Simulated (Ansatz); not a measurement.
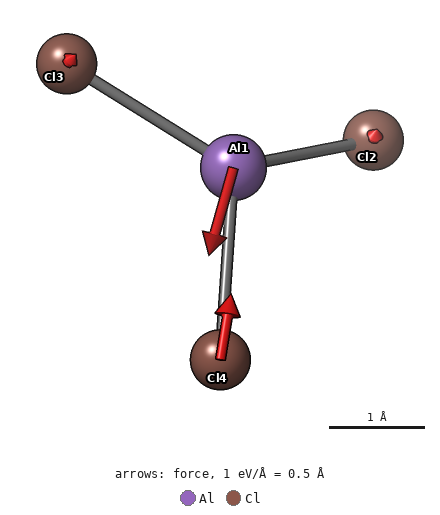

Starting geometry of AlCl3 with the computed forces as red arrows. A ball-and-stick model, seen at a tilt.

It is one of the separated products of a reaction.

Method: RKS PBE0-D4/def2-TZVP (Ansatz 0.2.0).

Input file:
```yaml
crystal:
  periodic: [false, false, false]
  atoms:
    - {symbol: Al, position_ang: [-0.995063, 0.619131, -0.531923]}
    - {symbol: Cl, position_ang: [-2.010389, -0.469101, -1.969100]}
    - {symbol: Cl, position_ang: [-0.815550, 2.679885, -0.574580]}
    - {symbol: Cl, position_ang: [-0.965469, -0.271935, 1.454993]}
basis:
  gaussian: {orbitals: def2-TZVP}
hamiltonian: {xc: pbe0, dispersion: d4}
relax: {f_tol: 0.005, max_steps: 200}
```

Launched with:
```bash
ansatz run in.yaml --threads 4 --pin off --events-out ev --progress --plain --max-ram 46080MiB --backend cpu
```

### Is this structure relaxed? If not, where do the atoms go?

It isn't relaxed: the largest force vector, on Al1, is 1.95 eV/Å. The final displacements follow the starting forces only in part (cosine between the two patterns 0.71). After 3 geometry steps the energy has fallen by 23.3 kJ/mol. The largest force component goes from 1.7 to 0.00072 eV/Å. Al1 moves most after the best rigid fit: 0.24 Å. Largest moves by element: Al 0.24 Å, Cl 0.09 Å. Near-neighbour distances that change, for instance: Al1–Cl4 2.178 → 2.069 Å. Among the angles between lasting bonds that change: Cl2–Al1–Cl4 115.2° → 120.0°, Cl2–Al1–Cl3 123.5° → 120.0°. The run took of the order of 19 core-seconds on a shared host.
